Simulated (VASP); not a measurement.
# Lattice of ZrC across functionals and dispersion corrections, part 2 of 3

Which functional gives the lattice of ZrC as experiment finds it, and is a dearer one worth its cost? The start is a cell from a database of measured crystal structures.

VASP 6.6.1, plane waves and PAW; the level of theory is named at each step.

Still holding for the runs below: The k-mesh is coarse for a metal.

So far. Step 2 (Relaxation with PBE): It ends with forces that vanish by symmetry and a pressure of 0.01 GPa. The volume lies +0.6 % from that of the database's start. The conventional cell has a = 4.710 Å.

### Step 3. Relaxation with LDA

This step: LDA; plane waves and PAW (Zr_sv, C) (VASP 6.6.1).

LDA, the lowest rung, knows the local density alone.

INCAR reads:

```
SYSTEM = ZrC
PREC = Accurate
ENCUT = 560
EDIFF = 1E-06
NELM = 100
ISMEAR = -1
SIGMA = 0.05
LREAL = .FALSE.
ALGO = Normal
GGA = CA
NBANDS = 14
LASPH = .TRUE.
LORBIT = 11
LWAVE = .FALSE.
LCHARG = .FALSE.
KPAR = 2
IBRION = 2
NSW = 60
ISIF = 3
EDIFFG = -0.01
```

POSCAR reads:

```
ZrC
1.0
    0.0000000000      2.3502110000      2.3502110000
    2.3502110000      0.0000000000      2.3502110000
    2.3502110000      2.3502110000      0.0000000000
Zr C
1 1
Direct
    0.5000000000      0.5000000000      0.5000000000
    0.0000000000      0.0000000000      0.0000000000
```

KPOINTS reads:

```
Automatic mesh
0
Gamma
7 7 7
0 0 0
```

The projector-augmented-wave data sets are Zr_sv and C (PBE family, release 64).

Run with:

```sh
> mpirun -np 2 vasp_std
```

What it wrote:

```text
[banner, memory and clock lines left out]
running    2 mpi-ranks, on    1 nodes
 distrk:  each k-point on    1 cores,    2 groups
 distr:  one band on    1 cores,    1 groups

 POSCAR found type information on POSCAR ZrC
 POSCAR found :  2 types and       2 ions
|                                                                             |
|               ----> ADVICE to this user running VASP <----                  |
|                                                                             |
|     You enforced a specific xc type in the INCAR file but a different       |
|     [... a line on the potential file left out ...]
|     I HOPE YOU KNOW WHAT YOU ARE DOING!                                     |
|                                                                             |

 LDA part: xc-table for (Slater(with rela. corr.)+CA(PZ))
 , standard interpolation
 POSCAR, INCAR and KPOINTS ok, starting setup
 FFT: planning ... GRIDC
 FFT: planning ... GRID_SOFT
 FFT: planning ... GRID
 WAVECAR not read
 entering main loop
       N       E                     dE             d eps       ncg     rms          rms(c)
DAV:   1     0.106043262027E+03    0.10604E+03   -0.90508E+03   560   0.122E+03
DAV:   2    -0.180303271504E+02   -0.12407E+03   -0.11631E+03   698   0.312E+02
DAV:   3    -0.245554055554E+02   -0.65251E+01   -0.64779E+01   940   0.620E+01
DAV:   4    -0.247344206330E+02   -0.17902E+00   -0.17892E+00   670   0.626E+00
DAV:   5    -0.247355270428E+02   -0.11064E-02   -0.11064E-02   748   0.594E-01    0.211E+01
DAV:   6    -0.214926792114E+02    0.32428E+01   -0.78646E+00   656   0.242E+01    0.794E+00
DAV:   7    -0.213378022210E+02    0.15488E+00   -0.64184E-01   626   0.641E+00    0.667E+00
DAV:   8    -0.213332978480E+02    0.45044E-02   -0.34333E-01   656   0.435E+00    0.429E+00
DAV:   9    -0.213060108904E+02    0.27287E-01   -0.86449E-02   620   0.204E+00    0.542E-01
DAV:  10    -0.213062291404E+02   -0.21825E-03   -0.23056E-03   788   0.505E-01    0.407E-01
DAV:  11    -0.213060049763E+02    0.22416E-03   -0.87702E-04   650   0.241E-01    0.475E-02
DAV:  12    -0.213060013119E+02    0.36644E-05   -0.18942E-05   722   0.305E-02    0.126E-02
DAV:  13    -0.213060007059E+02    0.60599E-06   -0.16219E-06   610   0.974E-03
   1 F= -.21306001E+02 E0= -.21304346E+02  d E =-.213060E+02
 curvature:   0.00 expect dE= 0.000E+00 dE for cont linesearch  0.000E+00
 trial: gam= 0.00000 g(F)=  0.183E-58 g(S)=  0.114E+00 ort = 0.000E+00 (trialstep = 0.100E+01)
 search vector abs. value=  0.114E+00
 bond charge predicted
       N       E                     dE             d eps       ncg     rms          rms(c)
DAV:   1    -0.221160858227E+02   -0.81008E+00   -0.27586E+01   608   0.538E+01    0.132E+01
DAV:   2    -0.213531033664E+02    0.76298E+00   -0.14409E+00   616   0.140E+01    0.361E+00
DAV:   3    -0.212243573274E+02    0.12875E+00   -0.81942E-01   824   0.676E+00    0.146E+00
DAV:   4    -0.212422180532E+02   -0.17861E-01   -0.17428E-02   796   0.987E-01    0.100E+00
DAV:   5    -0.212584702011E+02   -0.16252E-01   -0.30996E-02   882   0.895E-01    0.153E-01
DAV:   6    -0.212586938531E+02   -0.22365E-03   -0.56735E-04   724   0.244E-01    0.855E-02
DAV:   7    -0.212587306173E+02   -0.36764E-04   -0.11549E-04   718   0.123E-01    0.102E-02
DAV:   8    -0.212587292488E+02    0.13685E-05   -0.37614E-06   672   0.189E-02    0.179E-03
DAV:   9    -0.212587295080E+02   -0.25921E-06   -0.39341E-07   394   0.396E-03
   2 F= -.21258730E+02 E0= -.21257523E+02  d E =0.472712E-01
[...]
3 F= -.21327396E+02 E0= -.21325982E+02  d E =-.213951E-01
 curvature:  -0.17 expect dE=-0.724E-05 dE for cont linesearch -0.724E-05
 ZBRENT: interpolating
 opt :   0.3695  next Energy=   -21.327403 (dE=-0.214E-01)
 bond charge predicted
       N       E                     dE             d eps       ncg     rms          rms(c)
DAV:   1    -0.213274473116E+02   -0.51661E-04   -0.14209E-03   620   0.389E-01    0.906E-02
DAV:   2    -0.213274091880E+02    0.38124E-04   -0.91390E-05   650   0.110E-01    0.253E-02
DAV:   3    -0.213274018652E+02    0.73228E-05   -0.37171E-05   852   0.454E-02    0.795E-03
DAV:   4    -0.213274026761E+02   -0.81093E-06   -0.10977E-06   538   0.835E-03
   4 F= -.21327403E+02 E0= -.21325993E+02  d E =-.214020E-01
 curvature:  -0.17 expect dE=-0.412E-06 dE for cont linesearch -0.412E-06
 trial: gam=-0.00465 g(F)=  0.889E-59 g(S)=  0.248E-05 ort = 0.532E-03 (trialstep = 0.874E+00)
 search vector abs. value=  0.154E-09
 reached required accuracy - stopping structural energy minimisation
```

The job ended after 16 s (2 MPI ranks of Intel Xeon Platinum 8375C at 2.90GHz (Ice Lake), shared host; peak memory 0.29 GiB; 30 s of CPU time).

Parts of OUTCAR (step 3):

```text
The static configuration has the point symmetry O_h .

 Found     20 irreducible k-points:

   NELECT =      16.0000    total number of electrons

 E-fermi :   9.7255

 k-point     1 :       0.0000    0.0000    0.0000
  band No.  band energies     occupation
      1     -37.9253      2.00000
      2     -15.7603      2.00000
      3     -15.7603      2.00000
      4     -15.7603      2.00000
      5      -1.5191      2.00000
      6      10.6960      0.00000
      7      10.6960      0.00000
      8      10.6960      0.00000
      9      10.7831      0.00000
     10      10.7831      0.00000
    ...

 k-point     2 :       0.1429    0.0000    0.0000
  band No.  band energies     occupation
    ...
      4     -15.7775      2.00000
      5      -1.0375      2.00000
      6       8.6621      2.00000
      7       9.0902      1.99999
      8       9.0902      1.99999
      9      11.4250      0.00000
     10      11.4250      0.00000
     11      11.9278      0.00000
     12      14.5876      0.00000
     13      14.5876      0.00000
    ...

  Total       -0.0058600     -0.0058600     -0.0058600      0.0000000      0.0000000      0.0000000
  in kB       -0.3740426     -0.3740426     -0.3740426      0.0000000      0.0000000      0.0000000
  external PRESSURE =      -0.3740426 kB  Pullay stress =       0.0000000 kB

  energy-cutoff  :      560.00
  volume of cell :       25.10
      direct lattice vectors                 reciprocal lattice vectors
     0.000000000  2.323914914  2.323914914    -0.215154177  0.215154177  0.215154177
     2.323914914  0.000000000  2.323914914     0.215154177 -0.215154177  0.215154177
     2.323914914  2.323914914  0.000000000     0.215154177  0.215154177 -0.215154177

 POSITION                                       TOTAL-FORCE (eV/Angst)
 -----------------------------------------------------------------------------------
      2.32391      2.32391      2.32391         0.000000     -0.000000     -0.000000
      0.00000      0.00000      0.00000        -0.000000      0.000000      0.000000
 -----------------------------------------------------------------------------------
    total drift:                                0.000000      0.000000      0.000000

  FREE ENERGIE OF THE ION-ELECTRON SYSTEM (eV)
  ---------------------------------------------------
  free  energy   TOTEN  =       -21.3274026761 eV

  energy  without entropy=      -21.3245834542  energy(sigma->0) =      -21.32599307

 total charge
# of ion       s       p       d       tot
------------------------------------------
    1        2.184   6.048   1.701   9.933
    2        0.872   1.490   0.000   2.362
--------------------------------------------------
tot          3.056   7.538   1.701  12.295

[... 8 parts as in an earlier step ...]

[... 5 further parts left out ...]
```

CONTCAR:

```
ZrC
   1.00000000000000
     0.0000000000000000    2.3239149136619481    2.3239149136619481
     2.3239149136619481    0.0000000000000000    2.3239149136619481
     2.3239149136619481    2.3239149136619481    0.0000000000000000
  Zr              C
     1     1
Direct
     0.5000000000000000    0.5000000000000000    0.5000000000000000
     0.0000000000000000    0.0000000000000000    0.0000000000000000
```

The PAW data sets were made with PBE, though LDA sets exist; this is a small mismatch.

Step by step:

```
step  energy less that of the first step (eV)  largest force (eV/Å)  pressure (GPa)  volume (Å³)
   1                                   0.0000                0.0000           -7.75        25.96
   2                                   0.0473                0.0000           16.17        23.67
   3                                  -0.0214                0.0000           -0.15        25.12
   4                                  -0.0214                0.0000           -0.04        25.10
```

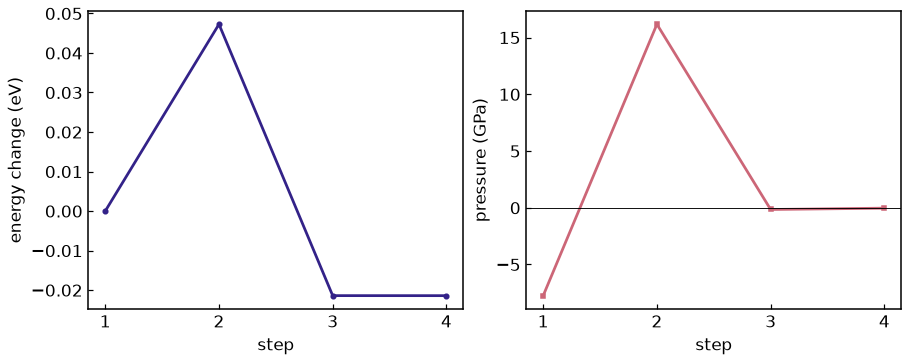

Energy and pressure along the relaxation.

```csv
"conventional cell, symmetrised",before,after,change
a (Å),4.700,4.648,-1.1 %
b (Å),4.700,4.648,-1.1 %
c (Å),4.700,4.648,-1.1 %
volume (Å³/atom),12.98,12.55,-3.3 %
```

The relaxed structure:

```xyz
2
Lattice="0.0000 2.3239 2.3239 2.3239 0.0000 2.3239 2.3239 2.3239 0.0000" Properties=species:S:1:pos:R:3 pbc="T T T"
Zr    2.3239    2.3239    2.3239
C     0.0000    0.0000    0.0000
```

Numbers from this step:

- free energy (TOTEN): -21.33 eV
- energy at zero smearing: -21.33 eV
- Fermi energy: 9.726 eV
- pressure: -0.03740 GPa
- SCF cycles over all ionic steps: 35

It ends at 12.55 Å³/atom, -3.3 % from the start, with -0.04 GPa left. The conventional cell has a = 4.648 Å.

### Step 4. Relaxation with r2SCAN

This step: r2SCAN; plane waves and PAW (Zr_sv, C) (VASP 6.6.1).

r2SCAN adds the kinetic-energy density, costs more than a GGA and is run with LASPH.

Edit INCAR of step 3 so:

```diff
@@ -9,5 +9,5 @@
 ALGO = Normal
-GGA = CA
+METAGGA = R2SCAN
+LASPH = .TRUE.
 NBANDS = 14
-LASPH = .TRUE.
 LORBIT = 11
```

POSCAR is that of step 3.

KPOINTS is that of step 3.

Run with:

```sh
> mpirun -np 2 vasp_std
```

What it wrote:

```text
[banner, memory and clock lines left out]
running    2 mpi-ranks, on    1 nodes
[...]
[... a notice as in an earlier step ...]

 LDA part: xc-table for (None), standard interpolation
 POSCAR, INCAR and KPOINTS ok, starting setup
[...]
entering main loop
       N       E                     dE             d eps       ncg     rms          rms(c)
DAV:   1     0.913369027161E+02    0.91337E+02   -0.92971E+03   560   0.126E+03
DAV:   2    -0.363874088185E+02   -0.12772E+03   -0.11975E+03   710   0.323E+02
DAV:   3    -0.442789707992E+02   -0.78916E+01   -0.78216E+01  1040   0.652E+01
DAV:   4    -0.443439863310E+02   -0.65016E-01   -0.64982E-01   626   0.587E+00
[...]
DAV:  12    -0.347195169435E+02    0.79662E-05   -0.11696E-05   658   0.403E-02    0.227E-02
DAV:  13    -0.347195155290E+02    0.14145E-05   -0.59671E-06   736   0.261E-02    0.342E-03
DAV:  14    -0.347195157549E+02   -0.22593E-06   -0.24896E-07   316   0.520E-03
   1 F= -.34719516E+02 E0= -.34717351E+02  d E =-.347195E+02
[...]
DAV:   6    -0.347174269281E+02   -0.87523E-04   -0.10041E-04   902   0.617E-02    0.164E-02
DAV:   7    -0.347174274596E+02   -0.53150E-06   -0.33512E-06   582   0.194E-02
   2 F= -.34717427E+02 E0= -.34715152E+02  d E =0.208830E-02
 trial-energy change:    0.002088  1 .order    0.002027   -0.005993    0.010048
 step:   0.3683(harm=  0.3736)  dis= 0.00000  next Energy=   -34.720616 (dE=-0.110E-02)
[...]
N       E                     dE             d eps       ncg     rms          rms(c)
DAV:   1    -0.347336527679E+02   -0.16226E-01   -0.52551E-01   614   0.767E+00    0.149E+00
DAV:   2    -0.347226799887E+02    0.10973E-01   -0.32988E-02   656   0.209E+00    0.448E-01
DAV:   3    -0.347201424406E+02    0.25375E-02   -0.11778E-02   822   0.887E-01    0.170E-01
DAV:   4    -0.347204003401E+02   -0.25790E-03   -0.25972E-04   710   0.149E-01    0.746E-02
DAV:   5    -0.347205419444E+02   -0.14160E-03   -0.24288E-04   872   0.945E-02    0.587E-02
DAV:   6    -0.347206121076E+02   -0.70163E-04   -0.68975E-05   912   0.475E-02    0.100E-02
DAV:   7    -0.347206115034E+02    0.60428E-06   -0.10508E-06   424   0.114E-02
   3 F= -.34720612E+02 E0= -.34718400E+02  d E =-.109575E-02
[...]
reached required accuracy - stopping structural energy minimisation
```

Run time: 45 s. Hardware: 2 MPI ranks; peak memory 0.32 GiB; 88 s of CPU time.

Parts of OUTCAR (step 4):

```text
  Total       -0.0001043     -0.0001043     -0.0001043      0.0000000      0.0000000      0.0000000
  in kB       -0.0063890     -0.0063890     -0.0063890      0.0000000      0.0000000      0.0000000
  external PRESSURE =      -0.0063890 kB  Pullay stress =       0.0000000 kB

 POSITION                                       TOTAL-FORCE (eV/Angst)
 -----------------------------------------------------------------------------------
      2.35622      2.35622      2.35622        -0.000000      0.000000      0.000000
      0.00000     -0.00000      0.00000         0.000000     -0.000000     -0.000000
 -----------------------------------------------------------------------------------
    total drift:                                0.000000      0.000000      0.000000

  FREE ENERGIE OF THE ION-ELECTRON SYSTEM (eV)
  ---------------------------------------------------
  free  energy   TOTEN  =       -34.7206115034 eV

  energy  without entropy=      -34.7161887822  energy(sigma->0) =      -34.71840014

[... 2 parts as in an earlier step ...]

[... 2 further parts left out ...]
[key lines of the parts left out:]
E-fermi :   9.4791
```

The PAW data sets were made with PBE, which is usual practice but a small mismatch for other functionals.

Relaxation path:

| step | energy less that of the first step (eV) | largest force (eV/Å) | pressure (GPa) | volume (Å³) |
| --- | --- | --- | --- | --- |
| 1 | 0.0000 | 0.0000 | 1.78 | 25.96 |
| 2 | 0.0021 | 0.0000 | -2.92 | 26.51 |
| 3 | -0.0011 | 0.0000 | 0.00 | 26.16 |

| conventional cell, symmetrised | before | after | change |
| --- | --- | --- | --- |
| a (Å) | 4.700 | 4.712 | +0.3 % |
| b (Å) | 4.700 | 4.712 | +0.3 % |
| c (Å) | 4.700 | 4.712 | +0.3 % |
| volume (Å³/atom) | 12.98 | 13.08 | +0.8 % |

The relaxed structure:

```cif
data_structure
_symmetry_space_group_name_H-M 'P 1'
_symmetry_Int_Tables_number 1
_cell_length_a 3.3322
_cell_length_b 3.3322
_cell_length_c 3.3322
_cell_angle_alpha 60.000
_cell_angle_beta 60.000
_cell_angle_gamma 60.000
_cell_volume 26.16
loop_
_atom_site_label
_atom_site_type_symbol
_atom_site_fract_x
_atom_site_fract_y
_atom_site_fract_z
_atom_site_occupancy
Zr1 Zr 0.50000 0.50000 0.50000 1
C2 C 0.00000 0.00000 0.00000 1
```

It ends at 13.08 Å³/atom, +0.8 % from the start, with 0.00 GPa left. The conventional cell has a = 4.712 Å.

(Part 2 of 3 ends here.)

[Lines on the potential files, build, host, timing and source positions are cut from VASP's logs without a mark.]

[Logs are printed without paths, hosts, clocks, repeated set-up lines and the standing remarks that a program may print on its own settings, such as how far it seeks lower states.]

[Hosts, paths, dates, database ids (printed as entryN), source tags and the programs' standing remarks are cut or masked in the printed files.]

[A measured line is paired with the nearest computed mode of its activity, which favours agreement.]
